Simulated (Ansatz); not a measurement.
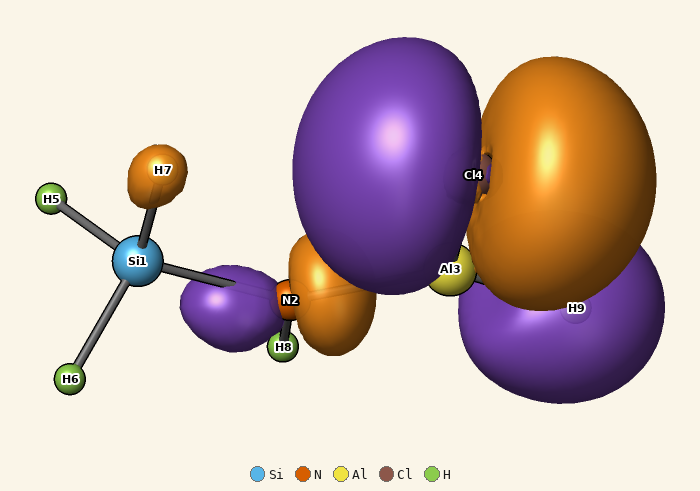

*AlClH5NSi. The HOMO−1 at ±0.08 Å⁻³ᐟ² (orange and purple are the two phases), seen at an oblique angle.*

All numbers below come from UKS PBE0/6-31G (Ansatz 0.2.0).

Input file:

```
crystal:
  periodic: [false, false, false]
  atoms:
    - { symbol: Si, position_ang: [-0.06889, 0.85564, -1.25231] }
    - { symbol: "N", position_ang: [-0.17844, -0.47175, -0.11987] }
    - { symbol: Al, position_ang: [0.17446, -0.84093, 1.60193] }
    - { symbol: Cl, position_ang: [0.89109, 0.45007, 2.97913] }
    - { symbol: H, position_ang: [0.62565, 0.36692, -2.45035] }
    - { symbol: H, position_ang: [-1.42474, 1.28948, -1.61565] }
    - { symbol: H, position_ang: [0.25266, 0.44694, 0.10764] }
    - { symbol: H, position_ang: [-0.57948, -1.29216, -0.56545] }
    - { symbol: H, position_ang: [-0.115, -2.28222, 2.01353] }
magnetization:
  spin_polarized: true
basis:
  gaussian: { orbitals: "6-31G" }
hamiltonian:
  xc: pbe0
relax:
  f_tol: 0.02
  max_steps: 50
output:
  orbitals: {}
```

Launched as:

```sh
ansatz run input.yaml --threads 1 --pin off --max-ram 2048MiB --backend cpu --events-out ev --progress --plain --runs-dir out
```

The fields are those of the relaxed geometry.

Where does this orbital lie, and at what energy?

Answer. By Hirshfeld shares it lies mainly on Cl4 (about 80 %) and H9 (about 10 %); largely a lone pair of Cl4. Its energy is −8.70 eV.
